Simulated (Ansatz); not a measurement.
C$_{2}$H$_{10}$N$_{2}$Ti (SMILES [CH3][Ti]([CH3])([NH2])[NH2])

```xyz
15

C    -1.8491    0.1474    0.5680
Ti    0.1185    0.1943   -0.0935
C     0.9656   -1.6313    0.4174
N     1.0642    1.6281    0.6739
N     0.0972    0.3189   -1.9713
H    -2.3417    1.1122    0.4063
H    -1.8607   -0.0798    1.6405
H    -2.4238   -0.6219    0.0413
H     0.8433   -1.7922    1.4949
H     2.0341   -1.6502    0.1772
H     0.4807   -2.4553   -0.1167
H     0.6501    2.4963    0.9864
H     2.0481    1.6159    0.9083
H    -0.3654   -0.3662   -2.5551
H     0.5167    1.0328   -2.5486
```

Geometry: PBE0-D4/def2-TZVP.

Level of theory: Ansatz 0.2.0, RKS PBE0-D4/def2-TZVPP.

Question: What will maps of the electron density and electron localisation function show?

Answer: C–Ti (2.08 Å): the density is about 0.76 e/Å³ at the midpoint; the ELF peaks at about 0.95 in the valence shell of C, 0.7 Å from its nucleus, and is about 0.60 at the midpoint.
C–H (1.10 Å): the density is about 1.9 e/Å³ at the midpoint; the ELF climbs to about 1 towards the hydrogen, as it does in any bond to H; an ordinary covalent bond to hydrogen.

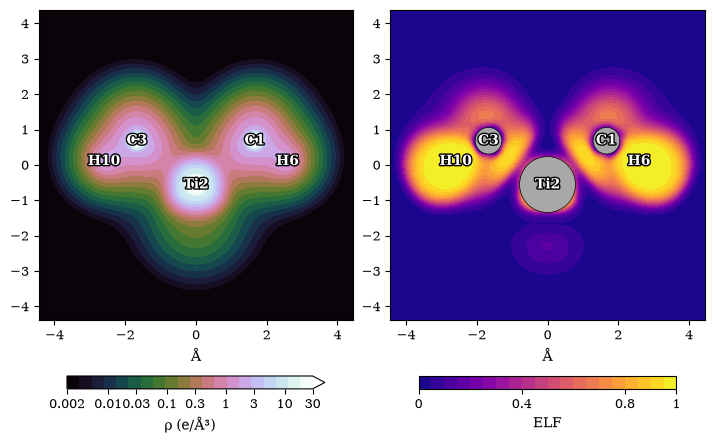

Computed electron density and electron localisation function on the plane of atoms C1, Ti2 and C3, in this order. Grey discs cover the atomic cores in the ELF map. 
